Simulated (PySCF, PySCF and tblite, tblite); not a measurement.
# C₇H₁₀FN: conformers and averaged spectra

Aim: find the conformers of C₇H₁₀FN (`C=C/C(C)=N/C(F)=C/C`), weigh them, and average their properties.

Computed with tblite 0.8.0 (tight binding) and PySCF 2.14.0 (DFT, with response routines of our own); each step states its level. Atoms count from 0 throughout.

## Step 1: The starting structure

19 atoms, charge 0, multiplicity 1; geometry from: MMFF94s geometry.

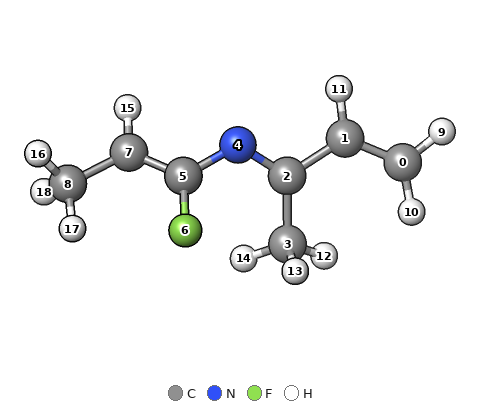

The starting geometry (carbon grey, nitrogen blue, fluorine green, hydrogen white), atoms numbered.

## Step 2: GFN2-xTB relaxation, conformer 1

What the job is given:

```
{"job": {"xc": "GFN2-xTB", "basis": "xTB", "kind": "relax"}, "charge": 0, "multiplicity": 1}
C      3.647300     0.269800    -0.247100
C      2.425100     0.840600    -0.362700
C      1.132300     0.134700    -0.142600
C      1.100600    -1.368700    -0.062000
N      0.074800     0.909000    -0.048900
C     -1.144100     0.350300     0.200000
F     -1.229800    -0.588800     1.162700
C     -2.246100     0.760900    -0.412500
C     -3.608400     0.208000    -0.147500
H      4.526400     0.871600    -0.397800
H      3.788700    -0.770500     0.009400
H      2.340600     1.892600    -0.578800
H      1.939600    -1.822800    -0.573800
H      1.142800    -1.674600     0.995500
H      0.192900    -1.772300    -0.512800
H     -2.175900     1.539800    -1.153300
H     -4.274600     1.017000     0.193600
H     -3.609900    -0.577000     0.616100
H     -4.031900    -0.210500    -1.060500
```

Command:

```bash
$ OMP_NUM_THREADS=1 python ens_run.py task.json out
```

One launch serves the whole session.

Log:

```text
step      E/eV     max force
  0    -753.11821    2.417
  1    -753.19637    1.580
  2    -753.22508    0.376
  3    -753.23517    0.329
  4    -753.24236    0.176
  5    -753.24587    0.159
  6    -753.24908    0.135
  7    -753.25130    0.124
  8    -753.25296    0.104
  9    -753.25426    0.113
 10    -753.25562    0.110
 11    -753.25692    0.095
 12    -753.25805    0.084
 13    -753.25906    0.101
 14    -753.26027    0.117
 15    -753.26180    0.096
 16    -753.26335    0.081
 17    -753.26470    0.070
 18    -753.26599    0.078
 19    -753.26748    0.099
 20    -753.26924    0.098
 21    -753.27108    0.099
 22    -753.27292    0.113
 23    -753.27507    0.128
 24    -753.27791    0.122
 25    -753.28126    0.130
 26    -753.28438    0.130
 27    -753.28698    0.119
 28    -753.28935    0.118
 29    -753.29193    0.129
 30    -753.29470    0.138
 31    -753.29732    0.125
 32    -753.29963    0.109
 33    -753.30155    0.108
 34    -753.30299    0.081
 35    -753.30399    0.075
 36    -753.30475    0.067
 37    -753.30554    0.077
 38    -753.30643    0.092
 39    -753.30726    0.076
 40    -753.30799    0.062
 41    -753.30866    0.055
 42    -753.30913    0.060
 43    -753.30964    0.049
 44    -753.31003    0.047
 45    -753.31037    0.040
 46    -753.31069    0.039
 47    -753.31069    0.039
 48    -753.31082    0.028
 49    -753.31107    0.031
 50    -753.31118    0.034
 51    -753.31144    0.049
 52    -753.31162    0.034
 53    -753.31179    0.031
 54    -753.31200    0.035
 55    -753.31224    0.051
 56    -753.31250    0.051
 57    -753.31273    0.035
 58    -753.31297    0.043
 59    -753.31325    0.045
 60    -753.31359    0.047
 61    -753.31400    0.050
 62    -753.31444    0.052
 63    -753.31483    0.043
 64    -753.31514    0.038
 65    -753.31541    0.040
 66    -753.31567    0.039
 67    -753.31592    0.047
 68    -753.31618    0.052
 69    -753.31647    0.048
 70    -753.31677    0.046
 71    -753.31701    0.044
 72    -753.31717    0.026
 73    -753.31729    0.026
 74    -753.31740    0.026
 75    -753.31753    0.035
 76    -753.31764    0.031
 77    -753.31772    0.017
 78    -753.31779    0.020
 79    -753.31786    0.020
 80    -753.31794    0.023
 81    -753.31802    0.023
 82    -753.31811    0.023
 83    -753.31821    0.025
 84    -753.31837    0.026
 85    -753.31858    0.035
 86    -753.31883    0.034
 87    -753.31910    0.037
 88    -753.31940    0.042
 89    -753.31973    0.049
 90    -753.32021    0.058
 91    -753.32066    0.052
 92    -753.32110    0.056
 93    -753.32135    0.054
 94    -753.32172    0.046
 95    -753.32195    0.035
 96    -753.32213    0.025
 97    -753.32223    0.022
 98    -753.32234    0.019
 99    -753.32241    0.019
100    -753.32247    0.021
101    -753.32253    0.022
102    -753.32259    0.018
103    -753.32264    0.015
104    -753.32266    0.017
105    -753.32269    0.016
106    -753.32273    0.013
107    -753.32279    0.013
108    -753.32283    0.012
109    -753.32286    0.012
110    -753.32288    0.010
111    -753.32291    0.009
112    -753.32293    0.009
113    -753.32295    0.010
114    -753.32297    0.011
115    -753.32299    0.010
116    -753.32301    0.009
117    -753.32303    0.009
118    -753.32304    0.009
119    -753.32306    0.009
120    -753.32307    0.008
121    -753.32309    0.007
122    -753.32310    0.009
123    -753.32311    0.009
124    -753.32312    0.008
125    -753.32313    0.006
126    -753.32314    0.007
127    -753.32315    0.009
128    -753.32316    0.007
129    -753.32317    0.007
130    -753.32318    0.005
131    -753.32318    0.005
132    -753.32319    0.005
133    -753.32319    0.004
134    -753.32319    0.005
135    -753.32320    0.006
136    -753.32320    0.004
137    -753.32321    0.004
138    -753.32321    0.003
```

Wall time 0.73 s (1 thread of Arm Neoverse V2, shared host).

Relaxing gained 0.205 eV and moved the atoms by 0.39 Å on average (rms).

GFN2-xTB relaxation, conformer 2:

What the job is given:

```
{"job": {"xc": "GFN2-xTB", "basis": "xTB", "kind": "relax"}, "charge": 0, "multiplicity": 1}
C     -2.823600     1.703900    -0.282400
C     -2.649900     0.414200    -0.020600
C     -1.262600    -0.187500     0.044500
C     -1.200300    -1.666900    -0.234500
N     -0.254700     0.577900     0.323000
C      0.981900     0.022500     0.403100
F      1.139700    -1.131300     1.081700
C      2.075400     0.629600    -0.094300
C      3.461500     0.085900     0.001700
H     -3.835000     2.126400    -0.318900
H     -1.999700     2.376800    -0.459500
H     -3.487000    -0.258900     0.161400
H     -1.012200    -2.204100     0.720500
H     -2.136500    -2.044600    -0.646400
H     -0.409300    -1.884000    -0.944200
H      1.939400     1.573200    -0.601900
H      3.870600    -0.058200    -0.998300
H      3.498900    -0.871600     0.532700
H      4.093800     0.806100     0.536600
```

Log:

```text
step      E/eV     max force
  0    -753.07694    1.925
  1    -753.16822    1.089
  2    -753.19860    0.501
  3    -753.21209    0.290
  4    -753.21896    0.183
  5    -753.22247    0.161
  6    -753.22599    0.133
  7    -753.22801    0.151
  8    -753.22976    0.118
  9    -753.23137    0.106
 10    -753.23313    0.106
 11    -753.23485    0.102
 12    -753.23635    0.094
 13    -753.23776    0.110
 14    -753.23945    0.121
 15    -753.24172    0.121
 16    -753.24443    0.131
 17    -753.24741    0.135
 18    -753.25068    0.158
 19    -753.25419    0.150
 20    -753.25759    0.156
 21    -753.26057    0.131
 22    -753.26329    0.146
 23    -753.26644    0.170
 24    -753.27053    0.167
 25    -753.27517    0.159
 26    -753.27954    0.190
 27    -753.28335    0.190
 28    -753.28680    0.158
 29    -753.29033    0.136
 30    -753.29389    0.121
 31    -753.29727    0.127
 32    -753.30043    0.133
 33    -753.30303    0.120
 34    -753.30474    0.076
 35    -753.30551    0.092
 36    -753.30609    0.076
 37    -753.30668    0.058
 38    -753.30779    0.055
 39    -753.30826    0.057
 40    -753.30875    0.047
 41    -753.30903    0.038
 42    -753.30903    0.038
 43    -753.30915    0.031
 44    -753.30956    0.042
 45    -753.30968    0.034
 46    -753.30989    0.029
 47    -753.31002    0.028
 48    -753.31016    0.031
 49    -753.31036    0.034
 50    -753.31061    0.040
 51    -753.31090    0.043
 52    -753.31123    0.043
 53    -753.31159    0.045
 54    -753.31194    0.050
 55    -753.31224    0.055
 56    -753.31250    0.052
 57    -753.31275    0.032
 58    -753.31299    0.038
 59    -753.31324    0.040
 60    -753.31349    0.037
 61    -753.31373    0.034
 62    -753.31396    0.036
 63    -753.31419    0.037
 64    -753.31444    0.052
 65    -753.31473    0.060
 66    -753.31501    0.048
 67    -753.31526    0.031
 68    -753.31546    0.026
 69    -753.31562    0.027
 70    -753.31576    0.025
 71    -753.31587    0.021
 72    -753.31597    0.022
 73    -753.31609    0.027
 74    -753.31621    0.025
 75    -753.31631    0.026
 76    -753.31640    0.020
 77    -753.31647    0.019
 78    -753.31656    0.023
 79    -753.31668    0.030
 80    -753.31681    0.032
 81    -753.31698    0.029
 82    -753.31716    0.035
 83    -753.31736    0.033
 84    -753.31754    0.038
 85    -753.31771    0.033
 86    -753.31788    0.032
 87    -753.31805    0.036
 88    -753.31821    0.042
 89    -753.31840    0.037
 90    -753.31863    0.042
 91    -753.31902    0.040
 92    -753.31925    0.043
 93    -753.31946    0.032
 94    -753.31960    0.029
 95    -753.31976    0.032
 96    -753.31995    0.046
 97    -753.32014    0.050
 98    -753.32028    0.035
 99    -753.32042    0.026
100    -753.32060    0.029
101    -753.32078    0.033
102    -753.32100    0.034
103    -753.32116    0.025
104    -753.32131    0.026
105    -753.32149    0.027
106    -753.32168    0.032
107    -753.32181    0.027
108    -753.32185    0.031
109    -753.32191    0.014
110    -753.32194    0.012
111    -753.32202    0.016
112    -753.32207    0.014
113    -753.32213    0.017
114    -753.32217    0.017
115    -753.32223    0.013
116    -753.32231    0.015
117    -753.32236    0.016
118    -753.32241    0.015
119    -753.32245    0.015
120    -753.32251    0.016
121    -753.32256    0.019
122    -753.32261    0.020
123    -753.32266    0.019
124    -753.32272    0.020
125    -753.32279    0.016
126    -753.32285    0.020
127    -753.32291    0.018
128    -753.32297    0.019
129    -753.32304    0.020
130    -753.32310    0.022
131    -753.32316    0.022
132    -753.32324    0.017
133    -753.32332    0.024
134    -753.32343    0.027
135    -753.32354    0.026
136    -753.32364    0.024
137    -753.32373    0.019
138    -753.32380    0.017
139    -753.32386    0.016
140    -753.32390    0.015
141    -753.32393    0.012
142    -753.32396    0.018
143    -753.32398    0.010
144    -753.32400    0.008
145    -753.32401    0.009
146    -753.32403    0.012
147    -753.32405    0.011
148    -753.32408    0.009
149    -753.32410    0.010
150    -753.32412    0.015
151    -753.32417    0.021
152    -753.32424    0.024
153    -753.32433    0.018
154    -753.32441    0.020
155    -753.32447    0.019
156    -753.32454    0.023
157    -753.32461    0.022
158    -753.32466    0.014
159    -753.32469    0.012
160    -753.32471    0.009
161    -753.32472    0.011
162    -753.32473    0.007
163    -753.32475    0.011
164    -753.32476    0.011
165    -753.32478    0.012
166    -753.32480    0.010
167    -753.32483    0.011
168    -753.32485    0.011
169    -753.32487    0.008
170    -753.32489    0.009
171    -753.32490    0.014
172    -753.32492    0.010
173    -753.32494    0.006
174    -753.32495    0.005
175    -753.32495    0.005
176    -753.32496    0.004
177    -753.32496    0.003
```

Run time: 0.9 s. Hardware: 1 thread of Arm Neoverse V2, shared host.

Relaxing gained 0.248 eV and moved the atoms by 0.48 Å on average (rms).

## Step 3: Shieldings, conformer 1: CAM-B3LYP/6-31G*

What the job is given:

```
{"job": {"xc": "CAM-B3LYP", "basis": "6-31G*", "kind": "nmr", "pop": true}, "charge": 0, "multiplicity": 1}
C      3.580223     0.422243    -0.259581
C      2.310202     0.771348    -0.440870
C      1.146012    -0.067537    -0.192680
C      1.352359    -1.516967     0.136341
N      0.026107     0.551247    -0.283068
C     -1.220127     0.118025    -0.044537
F     -1.424063    -1.086167     0.602448
C     -2.295441     0.845036    -0.371577
C     -3.706319     0.441202    -0.134966
H      4.380997     1.117384    -0.445768
H      3.875016    -0.552963     0.089244
H      2.061244     1.770874    -0.769620
H      2.187295    -1.917502    -0.432888
H      1.575971    -1.618453     1.198881
H      0.466027    -2.105518    -0.079870
H     -2.113003     1.789681    -0.858031
H     -4.204845     1.181283     0.491309
H     -3.759769    -0.528328     0.352668
H     -4.247688     0.394364    -1.080155
```

Log:

```text
coarse grid: 15952 points
cycle   1  E = -427.0534359513  dE =  1.461e+00  |g| = 6.277e-01  |ddm| = 4.173e+00
cycle   2  E = -427.0553321121  dE = -1.896e-03  |g| = 6.868e-01  |ddm| = 9.635e-01
cycle   3  E = -427.1382236291  dE = -8.289e-02  |g| = 6.052e-02  |ddm| = 4.840e-01
cycle   4  E = -427.1390349565  dE = -8.113e-04  |g| = 2.990e-02  |ddm| = 9.841e-02
cycle   5  E = -427.1392670530  dE = -2.321e-04  |g| = 8.365e-03  |ddm| = 3.582e-02
cycle   6  E = -427.1392841399  dE = -1.709e-05  |g| = 2.882e-03  |ddm| = 1.082e-02
cycle   7  E = -427.1392869390  dE = -2.799e-06  |g| = 9.159e-04  |ddm| = 3.886e-03
final grid: 154776 points
cycle   8  E = -427.0822036300  dE = -2.507e-05  |g| = 5.394e-03  |ddm| = 1.945e-02
cycle   9  E = -427.0822041358  dE = -5.058e-07  |g| = 5.769e-03  |ddm| = 9.676e-03
cycle  10  E = -427.0822104196  dE = -6.284e-06  |g| = 7.586e-04  |ddm| = 4.431e-03
cycle  11  E = -427.0822105315  dE = -1.119e-07  |g| = 1.865e-04  |ddm| = 7.657e-04
cycle  12  E = -427.0822105377  dE = -6.277e-09  |g| = 1.001e-04  |ddm| = 2.718e-04
cycle  13  E = -427.0822105402  dE = -2.442e-09  |g| = 2.093e-05  |ddm| = 1.042e-04
cycle  14  E = -427.0822105403  dE = -9.618e-11  |g| = 6.287e-06  |ddm| = 2.187e-05
converged SCF energy = -427.0822105403

GIAO shielding tensors (ppm)
atom      isotropic    diamagn.    paramagn.     s11        s22        s33       span
  0 C       78.238     257.472    -179.233    -27.202     80.978    180.938    208.140
  1 C       56.824     253.677    -196.853    -43.662     67.737    146.397    190.059
  2 C       41.915     249.072    -207.158    -32.413     13.931    144.225    176.638
  3 C      177.093     255.507     -78.414    166.632    173.448    191.198     24.566
  4 N      -48.046     329.235    -377.280   -298.059    -56.647    210.569    508.628
  5 C       44.110     250.187    -206.077    -41.350     76.900     96.779    138.129
  6 F      302.778     478.453    -175.675    223.347    320.823    364.164    140.818
  7 C       84.069     257.552    -173.483     13.661     79.634    158.913    145.252
  8 C      182.501     247.692     -65.191    169.573    185.957    191.974     22.401
  9 H       26.845      28.220      -1.375     24.883     26.172     29.479      4.596
 10 H       26.753      32.939      -6.186     23.992     25.717     30.550      6.558
 11 H       25.929      30.923      -4.993     23.790     24.288     29.711      5.921
 12 H       30.476      32.703      -2.227     26.150     30.637     34.642      8.492
 13 H       30.489      32.522      -2.033     27.221     29.116     35.131      7.910
 14 H       29.899      33.058      -3.158     24.280     31.229     34.189      9.910
 15 H       27.246      33.279      -6.033     24.125     26.836     30.775      6.650
 16 H       30.847      28.042       2.805     26.979     28.632     36.930      9.950
 17 H       30.239      29.926       0.313     25.531     31.236     33.950      8.419
 18 H       30.902      28.002       2.901     27.088     28.637     36.981      9.893
```

It took 24 s on 1 thread of Arm Neoverse V2, shared host.

Key values: HOMO -7.17 eV, LUMO -0.28 eV; dipole 0.92 D.

## Step 4: Shieldings, conformer 2: CAM-B3LYP/6-31G*

What the job is given:

```
{"job": {"xc": "CAM-B3LYP", "basis": "6-31G*", "kind": "nmr", "pop": false}, "charge": 0, "multiplicity": 1}
C     -2.616555     1.747210    -0.319277
C     -2.568541     0.423235    -0.200855
C     -1.329843    -0.333080    -0.069636
C     -1.448676    -1.823917     0.072163
N     -0.235428     0.336401    -0.086583
C      1.023637    -0.111980     0.013315
F      1.269850    -1.464965     0.156950
C      2.074428     0.716460    -0.021292
C      3.497843     0.300500     0.081865
H     -3.548042     2.278002    -0.414820
H     -1.708686     2.324988    -0.321418
H     -3.480642    -0.158590    -0.197032
H     -0.980622    -2.151963     0.999863
H     -2.488623    -2.138226     0.069874
H     -0.926171    -2.320954    -0.744853
H      1.861016     1.767123    -0.134575
H      4.040954     0.603286    -0.813732
H      3.583902    -0.776086     0.201432
H      3.970394     0.791809     0.932656
```

Log:

```text
coarse grid: 15952 points
cycle   1  E = -427.0501355994  dE =  1.459e+00  |g| = 6.350e-01  |ddm| = 4.194e+00
cycle   2  E = -427.0499486488  dE =  1.870e-04  |g| = 6.989e-01  |ddm| = 9.916e-01
cycle   3  E = -427.1366693659  dE = -8.672e-02  |g| = 6.287e-02  |ddm| = 4.998e-01
cycle   4  E = -427.1375330836  dE = -8.637e-04  |g| = 3.274e-02  |ddm| = 1.044e-01
cycle   5  E = -427.1378121571  dE = -2.791e-04  |g| = 9.934e-03  |ddm| = 4.081e-02
cycle   6  E = -427.1378368805  dE = -2.472e-05  |g| = 3.318e-03  |ddm| = 1.168e-02
cycle   7  E = -427.1378400502  dE = -3.170e-06  |g| = 1.005e-03  |ddm| = 4.122e-03
final grid: 154776 points
cycle   8  E = -427.0810220034  dE = -2.446e-05  |g| = 5.926e-03  |ddm| = 2.219e-02
cycle   9  E = -427.0810209072  dE =  1.096e-06  |g| = 6.955e-03  |ddm| = 1.131e-02
cycle  10  E = -427.0810296885  dE = -8.781e-06  |g| = 9.142e-04  |ddm| = 5.396e-03
cycle  11  E = -427.0810298699  dE = -1.814e-07  |g| = 2.025e-04  |ddm| = 9.007e-04
cycle  12  E = -427.0810298781  dE = -8.172e-09  |g| = 1.113e-04  |ddm| = 3.054e-04
cycle  13  E = -427.0810298809  dE = -2.799e-09  |g| = 1.830e-05  |ddm| = 1.066e-04
cycle  14  E = -427.0810298809  dE = -8.686e-11  |g| = 5.895e-06  |ddm| = 2.477e-05
converged SCF energy = -427.0810298809

GIAO shielding tensors (ppm)
atom      isotropic    diamagn.    paramagn.     s11        s22        s33       span
  0 C       73.491     258.560    -185.070    -30.484     67.641    183.314    213.798
  1 C       62.412     252.740    -190.329    -39.777     80.858    146.154    185.930
  2 C       43.922     249.914    -205.992    -30.429     17.583    144.612    175.041
  3 C      169.357     254.345     -84.988    153.416    165.175    189.480     36.064
  4 N      -22.036     333.412    -355.448   -253.367    -48.212    235.471    488.838
  5 C       42.883     251.181    -208.297    -40.684     73.602     95.731    136.415
  6 F      303.652     478.160    -174.507    224.220    319.838    366.898    142.678
  7 C       85.379     258.666    -173.287     15.768     82.334    158.035    142.267
  8 C      182.530     248.091     -65.561    169.827    185.701    192.063     22.236
  9 H       26.959      27.211      -0.252     24.799     26.643     29.436      4.638
 10 H       25.813      34.843      -9.031     23.848     24.098     29.491      5.642
 11 H       26.198      29.360      -3.162     23.300     24.902     30.392      7.092
 12 H       30.014      32.069      -2.055     25.622     30.808     33.613      7.992
 13 H       30.962      31.102      -0.141     26.966     30.632     35.287      8.322
 14 H       30.038      31.921      -1.883     25.725     30.699     33.690      7.965
 15 H       27.259      34.394      -7.135     23.995     26.811     30.972      6.977
 16 H       30.860      28.480       2.380     26.991     28.638     36.952      9.961
 17 H       30.236      30.090       0.145     25.453     31.245     34.008      8.555
 18 H       30.870      28.566       2.304     26.990     28.663     36.956      9.965
```

Run time: 22 s. Hardware: 1 thread of Arm Neoverse V2, shared host.

This run: HOMO -7.08 eV, LUMO -0.36 eV; dipole 0.86 D.

(Part 1 of 2 ends here.)
